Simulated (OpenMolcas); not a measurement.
How methods differ on SiH (SMILES [SiH])

SiH: 2 atoms, total charge 0, spin state doublet. As SMILES, `[SiH]`. The coordinates come from a GFN2-xTB relaxation.

```
atom   x (Å)   y (Å)   z (Å)
  Si  0.0000  0.0000  0.0000
   H  0.0000  0.0000  1.5166
```

Each level gives the energy change with the Si1–H2 bond stretched from 1.517 to 2.654 Å (eV). The values are calculated.

```csv
level,kind,program,value (eV),less FCI/cc-pVDZ
"CASSCF(3,3)/cc-pVDZ",multireference,OpenMolcas,2.01,-0.17
"CASSCF(5,5)/cc-pVDZ",multireference,OpenMolcas,2.02,-0.16
"MC-PDFT[tPBE](5,5)/cc-pVDZ",multireference,OpenMolcas,2.17,-0.01
"MRCI(3,3)/cc-pVDZ",multireference,OpenMolcas,2.17,-0.01
"MRCI(5,5)/cc-pVDZ",multireference,OpenMolcas,2.17,-0.01
"SC-NEVPT2(3,3)/cc-pVDZ",multireference,OpenMolcas,2.16,-0.02
"SC-NEVPT2(5,5)/cc-pVDZ",multireference,OpenMolcas,2.09,-0.09
FCI/cc-pVDZ,exact in the basis,OpenMolcas,2.18,0.00
```

FCI/cc-pVDZ is exact within its basis and frozen core, so for wave-function methods in that basis the difference is their error. The first shape isn't each level's own minimum. The values span 2.01 to 2.18 eV.

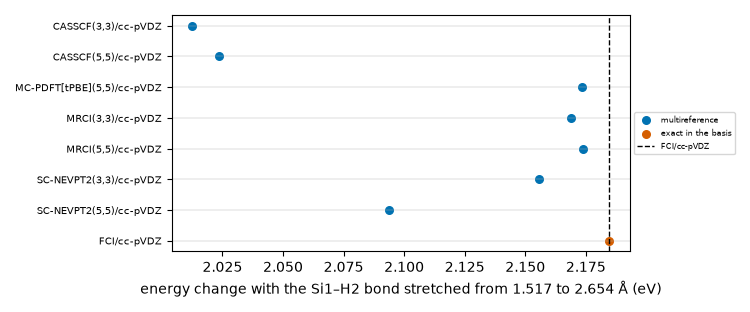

The values of the table, level by level.
